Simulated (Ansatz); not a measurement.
## Nudged elastic band of SiH$_{5}$OF (part 1 of 2)

The run: nudged elastic band of SiH$_{5}$OF. Method and program: RKS PBE-D4/6-31G* (Ansatz 0.2.0).

The run did not end well. It belongs to a series of runs on one base structure; here: band between the two ends.

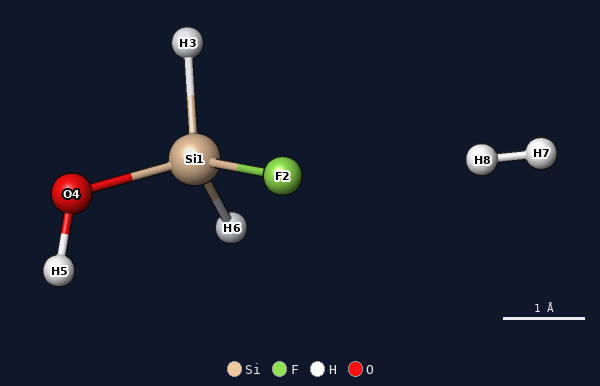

Figure 1. The starting structure (ball-and-stick view, seen at a tilt; atoms are numbered from 1 in the order of the input). Bond lengths as drawn: F–Si 1.63 Å, H–H 0.75 Å, H–O 0.98 Å, H–Si 1.49 to 1.50 Å and O–Si 1.66 Å.

### The input
```yaml
crystal:
  periodic: [false, false, false]
  atoms:
    - { symbol: Si, position_ang: [-0.189488, 0.371444, -0.462263] }
    - { symbol: F, position_ang: [0.095047, -0.025481, 1.088935] }
    - { symbol: H, position_ang: [1.096253, 0.765617, -1.10416] }
    - { symbol: O, position_ang: [-1.163661, 1.713516, -0.581222] }
    - { symbol: H, position_ang: [-2.10411, 1.56782, -0.365353] }
    - { symbol: H, position_ang: [-0.829137, -0.829289, -1.09466] }
    - { symbol: H, position_ang: [1.60772, -2.662467, 2.18905] }
    - { symbol: H, position_ang: [1.250677, -2.033461, 1.986172] }
basis:
  gaussian: { orbitals: "6-31G*" }
hamiltonian:
  xc: pbe
  dispersion: d4
neb:
  order_check: false
  images: 9
  f_tol: 0.05
  max_iterations: 60
  optimiser: lbfgs
  climbing: true
  final_atoms:
    - { symbol: Si, position_ang: [0.38026007, -0.11944083, -0.68900309] }
    - { symbol: F, position_ang: [-1.07526741, -0.65884875, 2.07668815] }
    - { symbol: H, position_ang: [1.25921162, 0.50838455, -1.72203439] }
    - { symbol: O, position_ang: [-0.44619026, 1.12701217, 0.05947886] }
    - { symbol: H, position_ang: [-0.9778081, 0.78538924, 0.81145496] }
    - { symbol: H, position_ang: [-0.50698912, -1.149376, -1.331948] }
    - { symbol: H, position_ang: [1.26626797, -0.87477323, 0.28440896] }
    - { symbol: H, position_ang: [-0.13618378, -0.75064814, 2.16745355] }
  initial_path:
    images:
      - { positions_ang: [[-0.189488, 0.371444, -0.462263], [0.095047, -0.025481, 1.088935], [1.096253, 0.765617, -1.10416], [-1.163661, 1.713516, -0.581222], [-2.10411, 1.56782, -0.365353], [-0.829137, -0.829289, -1.09466], [1.60772, -2.662467, 2.18905], [1.250677, -2.033461, 1.986172]] }
      - { positions_ang: [[-0.15396736, 0.30023568, -0.36781346], [0.09235602, -0.0460003, 1.25963042], [1.14495611, 0.6273822, -0.99115203], [-1.10038313, 1.65290504, -0.54650087], [-2.04559613, 1.49039938, -0.41254273], [-0.80459052, -0.89305865, -0.98191117], [1.47632565, -2.41019914, 1.83432381], [1.15420037, -1.8539652, 1.86246503]] }
      - { positions_ang: [[-0.11844673, 0.22902736, -0.27336392], [0.08966503, -0.06651961, 1.43032583], [1.19365921, 0.48914739, -0.87814405], [-1.03710525, 1.59229409, -0.51177974], [-1.98708227, 1.41297875, -0.45973247], [-0.78004403, -0.9568283, -0.86916234], [1.3449313, -2.15793128, 1.47959762], [1.05772374, -1.6744694, 1.73875806]] }
      - { positions_ang: [[-0.08292609, 0.15781905, -0.17891438], [0.08697405, -0.08703891, 1.60102125], [1.24236232, 0.35091259, -0.76513608], [-0.97382738, 1.53168313, -0.4770586], [-1.9285684, 1.33555813, -0.5069222], [-0.75549755, -1.02059796, -0.75641351], [1.21353694, -1.90566342, 1.12487142], [0.96124711, -1.49497361, 1.61505109]] }
      - { positions_ang: [[-0.04740545, 0.08661073, -0.08446484], [0.08428306, -0.10755822, 1.77171667], [1.29106543, 0.21267779, -0.6521281], [-0.91054951, 1.47107218, -0.44233747], [-1.87005454, 1.25813751, -0.55411193], [-0.73095107, -1.08436761, -0.64366468], [1.08214259, -1.65339557, 0.77014523], [0.86477048, -1.31547781, 1.49134412]] }
      - { positions_ang: [[-0.01188481, 0.01540241, 0.00998471], [0.08159208, -0.12807752, 1.94241209], [1.33976853, 0.07444299, -0.53912013], [-0.84727163, 1.41046122, -0.40761634], [-1.81154067, 1.18071689, -0.60130167], [-0.70640459, -1.14813726, -0.53091585], [0.95074824, -1.40112771, 0.41541904], [0.76829385, -1.13598201, 1.36763715]] }
      - { positions_ang: [[0.06654416, -0.01156624, -0.12981285], [-0.14977982, -0.23423177, 1.9692673], [1.32365715, 0.1612313, -0.77570298], [-0.76705536, 1.35377141, -0.3141973], [-1.64479416, 1.10165136, -0.31875034], [-0.66652149, -1.14838501, -0.69112228], [1.01385219, -1.29585681, 0.38921702], [0.58739833, -1.05891524, 1.52760043]] }
      - { positions_ang: [[0.14497314, -0.03853489, -0.26961041], [-0.38115172, -0.34038601, 1.99612251], [1.30754577, 0.24801961, -1.01228583], [-0.68683909, 1.2970816, -0.22077826], [-1.47804764, 1.02258583, -0.03619902], [-0.6266384, -1.14863276, -0.85132871], [1.07695613, -1.19058592, 0.36301501], [0.4065028, -0.98184847, 1.68756371]] }
      - { positions_ang: [[0.22340212, -0.06550354, -0.40940797], [-0.61252361, -0.44654026, 2.02297773], [1.29143439, 0.33480792, -1.24886869], [-0.60662281, 1.24039179, -0.12735922], [-1.31130113, 0.9435203, 0.24635231], [-0.58675531, -1.14888051, -1.01153514], [1.14006008, -1.08531502, 0.33681299], [0.22560727, -0.90478169, 1.84752699]] }
      - { positions_ang: [[0.3018311, -0.09247219, -0.54920553], [-0.84389551, -0.5526945, 2.04983294], [1.27532301, 0.42159623, -1.48545154], [-0.52640654, 1.18370198, -0.03394018], [-1.14455461, 0.86445477, 0.52890363], [-0.54687222, -1.14912825, -1.17174157], [1.20316403, -0.98004413, 0.31061098], [0.04471175, -0.82771492, 2.00749027]] }
      - { positions_ang: [[0.38026007, -0.11944083, -0.68900309], [-1.07526741, -0.65884875, 2.07668815], [1.25921162, 0.50838455, -1.72203439], [-0.44619026, 1.12701217, 0.05947886], [-0.9778081, 0.78538924, 0.81145496], [-0.50698912, -1.149376, -1.331948], [1.26626797, -0.87477323, 0.28440896], [-0.13618378, -0.75064814, 2.16745355]] }
```

Machine: 1 thread of AMD EPYC (Zen 5), 32 GiB of memory available, shared host.

Launch command:
```bash
ansatz run input.yaml --threads 1 --pin off --max-ram 2048MiB --backend cpu --events-out ev --progress --plain --runs-dir out
```

### The program's output
```
Engine: ansatz 0.2.0, x86_64-unknown-linux-gnu
Functional definition: PBE
  parameter kappa = 0.804
  parameter beta = 0.06672455060314922
  exchange = pbe_x(kappa = kappa, mu = beta*pi^2/3)
  correlation = pbe_c(beta = beta)
701 factors; their error is unknown
mean field evaluation 1: about -12709.1552 eV, gradient 5.8e1 eV
mean field evaluation 2: about -12683.8643 eV, gradient 1.3e2 eV
mean field evaluation 4: about -12714.7003 eV, gradient 1.1e1 eV
mean field evaluation 8: about -12714.8231 eV, gradient 8.6e-2 eV
mean field -12714.82314088 eV, -467.2611320106 hartree, gradient 6.4e-5 eV, S^2 0.000000; 0 other end points of the search recorded, 0 dependent functions left out
the calculation of the forces begins
reference -12714.82317606 eV, -467.2611333036 hartree; 18, 18 occupied and 41, 41 virtual orbitals, 701 factors
701 factors; their error is unknown
mean field evaluation 16: about -12679.6120 eV, gradient 1.3e2 eV
mean field -12713.42703404 eV, -467.2098260306 hartree, gradient 2.8e-5 eV, S^2 0.000000; 0 other end points of the search recorded, 0 dependent functions left out
[... from here on the field's lines of each further geometry are left out, up to the last ...]
NEB iter   1: max|band force component| = 8.817e0 eV/Å  barrier→ = 3.5173 eV  barrier← = 2.1272 eV  Δτ_max = 0.1409 Å  (258 SCF iters)
NEB iter   2: max|band force component| = 3.854e0 eV/Å  barrier→ = 3.0332 eV  barrier← = 1.6432 eV  Δτ_max = 0.0342 Å  (241 SCF iters)
NEB iter   3: max|band force component| = 2.357e0 eV/Å  barrier→ = 2.9062 eV  barrier← = 1.5161 eV  Δτ_max = 0.1610 Å  (233 SCF iters)
NEB iter   4: max|band force component| = 6.828e0 eV/Å  barrier→ = 2.6080 eV  barrier← = 1.2180 eV  Δτ_max = 0.1085 Å  (251 SCF iters)
NEB iter   5: max|band force component| = 3.492e0 eV/Å  barrier→ = 2.5684 eV  barrier← = 1.1784 eV  Δτ_max = 0.0321 Å  (235 SCF iters)
NEB iter   6: max|band force component| = 1.707e0 eV/Å  barrier→ = 2.5550 eV  barrier← = 1.1649 eV  Δτ_max = 0.0481 Å  (208 SCF iters)
NEB iter   7: max|band force component| = 2.360e0 eV/Å  barrier→ = 2.5110 eV  barrier← = 1.1210 eV  Δτ_max = 0.0365 Å  (225 SCF iters)
NEB iter   8: max|band force component| = 1.118e0 eV/Å  barrier→ = 2.4948 eV  barrier← = 1.1047 eV  Δτ_max = 0.0107 Å  (211 SCF iters)
NEB iter   9: max|band force component| = 9.031e-1 eV/Å  barrier→ = 2.4815 eV  barrier← = 1.0914 eV  Δτ_max = 0.2000 Å  (207 SCF iters)
NEB iter  10: max|band force component| = 9.923e-1 eV/Å  barrier→ = 2.3232 eV  barrier← = 0.9332 eV  Δτ_max = 0.0159 Å  (241 SCF iters)
NEB iter  11: max|band force component| = 5.595e-1 eV/Å  barrier→ = 2.3203 eV  barrier← = 0.9303 eV  Δτ_max = 0.0124 Å  (225 SCF iters)
NEB iter  12: max|band force component| = 5.051e-1 eV/Å  barrier→ = 2.3208 eV  barrier← = 0.9308 eV  Δτ_max = 0.0535 Å  (219 SCF iters)
NEB iter  13: max|band force component| = 7.131e-1 eV/Å  barrier→ = 2.3358 eV  barrier← = 0.9458 eV  Δτ_max = 0.0104 Å  (226 SCF iters)
NEB iter  14: max|band force component| = 6.741e-1 eV/Å  barrier→ = 2.3260 eV  barrier← = 0.9360 eV  CI = image 6  Δτ_max = 0.0130 Å  (209 SCF iters)
NEB iter  15: max|band force component| = 5.742e-1 eV/Å  barrier→ = 2.3650 eV  barrier← = 0.9750 eV  CI = image 6  Δτ_max = 0.1483 Å  (204 SCF iters)
NEB iter  16: max|band force component| = 7.850e-1 eV/Å  barrier→ = 2.4859 eV  barrier← = 1.0958 eV  CI = image 6  Δτ_max = 0.0148 Å  (229 SCF iters)
NEB iter  17: max|band force component| = 5.579e-1 eV/Å  barrier→ = 2.4633 eV  barrier← = 1.0732 eV  CI = image 6  Δτ_max = 0.0275 Å  (213 SCF iters)
NEB iter  18: max|band force component| = 6.408e-1 eV/Å  barrier→ = 2.4520 eV  barrier← = 1.0620 eV  CI = image 6  Δτ_max = 0.0104 Å  (209 SCF iters)
NEB iter  19: max|band force component| = 3.661e-1 eV/Å  barrier→ = 2.4504 eV  barrier← = 1.0604 eV  CI = image 6  Δτ_max = 0.0146 Å  (206 SCF iters)
NEB iter  20: max|band force component| = 4.380e-1 eV/Å  barrier→ = 2.4507 eV  barrier← = 1.0607 eV  CI = image 6  Δτ_max = 0.0083 Å  (208 SCF iters)
NEB iter  21: max|band force component| = 3.633e-1 eV/Å  barrier→ = 2.4502 eV  barrier← = 1.0601 eV  CI = image 6  Δτ_max = 0.0132 Å  (207 SCF iters)
NEB iter  22: max|band force component| = 4.593e-1 eV/Å  barrier→ = 2.4506 eV  barrier← = 1.0606 eV  CI = image 6  Δτ_max = 0.0072 Å  (213 SCF iters)
NEB iter  23: max|band force component| = 3.272e-1 eV/Å  barrier→ = 2.4502 eV  barrier← = 1.0602 eV  CI = image 6  Δτ_max = 0.0119 Å  (201 SCF iters)
NEB iter  24: max|band force component| = 3.818e-1 eV/Å  barrier→ = 2.4504 eV  barrier← = 1.0604 eV  CI = image 6  Δτ_max = 0.0058 Å  (212 SCF iters)
NEB iter  25: max|band force component| = 3.147e-1 eV/Å  barrier→ = 2.4499 eV  barrier← = 1.0599 eV  CI = image 6  Δτ_max = 0.0104 Å  (201 SCF iters)
NEB iter  26: max|band force component| = 3.966e-1 eV/Å  barrier→ = 2.4498 eV  barrier← = 1.0598 eV  CI = image 6  Δτ_max = 0.0061 Å  (213 SCF iters)
NEB iter  27: max|band force component| = 2.823e-1 eV/Å  barrier→ = 2.4492 eV  barrier← = 1.0592 eV  CI = image 6  Δτ_max = 0.0095 Å  (193 SCF iters)
NEB iter  28: max|band force component| = 3.537e-1 eV/Å  barrier→ = 2.4489 eV  barrier← = 1.0589 eV  CI = image 6  Δτ_max = 0.0053 Å  (207 SCF iters)
NEB iter  29: max|band force component| = 2.750e-1 eV/Å  barrier→ = 2.4483 eV  barrier← = 1.0582 eV  CI = image 6  Δτ_max = 0.0088 Å  (194 SCF iters)
NEB iter  30: max|band force component| = 3.562e-1 eV/Å  barrier→ = 2.4478 eV  barrier← = 1.0578 eV  CI = image 6  Δτ_max = 0.0054 Å  (196 SCF iters)
NEB iter  31: max|band force component| = 2.475e-1 eV/Å  barrier→ = 2.4472 eV  barrier← = 1.0571 eV  CI = image 6  Δτ_max = 0.0082 Å  (194 SCF iters)
NEB iter  32: max|band force component| = 3.282e-1 eV/Å  barrier→ = 2.4466 eV  barrier← = 1.0566 eV  CI = image 6  Δτ_max = 0.0050 Å  (193 SCF iters)
NEB iter  33: max|band force component| = 2.441e-1 eV/Å  barrier→ = 2.4459 eV  barrier← = 1.0558 eV  CI = image 6  Δτ_max = 0.0080 Å  (195 SCF iters)
NEB iter  34: max|band force component| = 3.266e-1 eV/Å  barrier→ = 2.4453 eV  barrier← = 1.0552 eV  CI = image 6  Δτ_max = 0.0050 Å  (192 SCF iters)
NEB iter  35: max|band force component| = 2.199e-1 eV/Å  barrier→ = 2.4446 eV  barrier← = 1.0545 eV  CI = image 6  Δτ_max = 0.0073 Å  (189 SCF iters)
NEB iter  36: max|band force component| = 3.066e-1 eV/Å  barrier→ = 2.4439 eV  barrier← = 1.0539 eV  CI = image 6  Δτ_max = 0.0046 Å  (180 SCF iters)
NEB iter  37: max|band force component| = 2.192e-1 eV/Å  barrier→ = 2.4432 eV  barrier← = 1.0532 eV  CI = image 6  Δτ_max = 0.0075 Å  (187 SCF iters)
NEB iter  38: max|band force component| = 3.055e-1 eV/Å  barrier→ = 2.4425 eV  barrier← = 1.0524 eV  CI = image 6  Δτ_max = 0.0047 Å  (186 SCF iters)
NEB iter  39: max|band force component| = 1.974e-1 eV/Å  barrier→ = 2.4418 eV  barrier← = 1.0518 eV  CI = image 6  Δτ_max = 0.0066 Å  (187 SCF iters)
NEB iter  40: max|band force component| = 2.874e-1 eV/Å  barrier→ = 2.4411 eV  barrier← = 1.0511 eV  CI = image 6  Δτ_max = 0.0043 Å  (181 SCF iters)
NEB iter  41: max|band force component| = 1.986e-1 eV/Å  barrier→ = 2.4405 eV  barrier← = 1.0504 eV  CI = image 6  Δτ_max = 0.0071 Å  (187 SCF iters)
NEB iter  42: max|band force component| = 2.902e-1 eV/Å  barrier→ = 2.4397 eV  barrier← = 1.0497 eV  CI = image 6  Δτ_max = 0.0045 Å  (180 SCF iters)
NEB iter  43: max|band force component| = 1.787e-1 eV/Å  barrier→ = 2.4390 eV  barrier← = 1.0490 eV  CI = image 6  Δτ_max = 0.0060 Å  (188 SCF iters)
NEB iter  44: max|band force component| = 2.709e-1 eV/Å  barrier→ = 2.4384 eV  barrier← = 1.0483 eV  CI = image 6  Δτ_max = 0.0041 Å  (180 SCF iters)
NEB iter  45: max|band force component| = 1.813e-1 eV/Å  barrier→ = 2.4377 eV  barrier← = 1.0477 eV  CI = image 6  Δτ_max = 0.0067 Å  (186 SCF iters)
NEB iter  46: max|band force component| = 2.785e-1 eV/Å  barrier→ = 2.4370 eV  barrier← = 1.0469 eV  CI = image 6  Δτ_max = 0.0043 Å  (180 SCF iters)
NEB iter  47: max|band force component| = 1.629e-1 eV/Å  barrier→ = 2.4363 eV  barrier← = 1.0463 eV  CI = image 6  Δτ_max = 0.0055 Å  (190 SCF iters)
NEB iter  48: max|band force component| = 2.565e-1 eV/Å  barrier→ = 2.4356 eV  barrier← = 1.0456 eV  CI = image 6  Δτ_max = 0.0038 Å  (174 SCF iters)
NEB iter  49: max|band force component| = 1.666e-1 eV/Å  barrier→ = 2.4350 eV  barrier← = 1.0450 eV  CI = image 6  Δτ_max = 0.0063 Å  (187 SCF iters)
NEB iter  50: max|band force component| = 2.693e-1 eV/Å  barrier→ = 2.4343 eV  barrier← = 1.0442 eV  CI = image 6  Δτ_max = 0.0042 Å  (180 SCF iters)
NEB iter  51: max|band force component| = 1.577e-1 eV/Å  barrier→ = 2.4336 eV  barrier← = 1.0436 eV  CI = image 6  Δτ_max = 0.0050 Å  (188 SCF iters)
NEB iter  52: max|band force component| = 2.440e-1 eV/Å  barrier→ = 2.4330 eV  barrier← = 1.0429 eV  CI = image 6  Δτ_max = 0.0036 Å  (177 SCF iters)
NEB iter  53: max|band force component| = 1.538e-1 eV/Å  barrier→ = 2.4324 eV  barrier← = 1.0423 eV  CI = image 6  Δτ_max = 0.0061 Å  (188 SCF iters)
NEB iter  54: max|band force component| = 2.619e-1 eV/Å  barrier→ = 2.4316 eV  barrier← = 1.0416 eV  CI = image 6  Δτ_max = 0.0041 Å  (178 SCF iters)
NEB iter  55: max|band force component| = 1.539e-1 eV/Å  barrier→ = 2.4310 eV  barrier← = 1.0409 eV  CI = image 6  Δτ_max = 0.0046 Å  (187 SCF iters)
NEB iter  56: max|band force component| = 2.331e-1 eV/Å  barrier→ = 2.4304 eV  barrier← = 1.0403 eV  CI = image 6  Δτ_max = 0.0035 Å  (175 SCF iters)
NEB iter  57: max|band force component| = 1.427e-1 eV/Å  barrier→ = 2.4298 eV  barrier← = 1.0397 eV  CI = image 6  Δτ_max = 0.0058 Å  (186 SCF iters)
NEB iter  58: max|band force component| = 2.558e-1 eV/Å  barrier→ = 2.4290 eV  barrier← = 1.0389 eV  CI = image 6  Δτ_max = 0.0040 Å  (178 SCF iters)
NEB iter  59: max|band force component| = 1.507e-1 eV/Å  barrier→ = 2.4284 eV  barrier← = 1.0383 eV  CI = image 6  Δτ_max = 0.0042 Å  (181 SCF iters)
the calculation of the forces begins
reference -12713.21424850 eV, -467.2020063064 hartree; 18, 18 occupied and 41, 41 virtual orbitals, 701 factors
these checks for a lower state are left out or cut short: starts, cluster_reference, orbital_swaps, neighbouring_geometries, increment
701 factors; their error is unknown
mean field -12713.38165504 eV, -467.2081583831 hartree, gradient 6.2e-5 eV, S^2 0.000000; 0 other end points of the search recorded, 0 dependent functions left out
the calculation of the forces begins
reference -12713.38168469 eV, -467.2081594729 hartree; 18, 18 occupied and 41, 41 virtual orbitals, 701 factors
NEB iter  60: max|band force component| = 2.234e-1 eV/Å  barrier→ = 2.4278 eV  barrier← = 1.0377 eV  CI = image 6  Δτ_max = 0.0033 Å  (175 SCF iters)
```
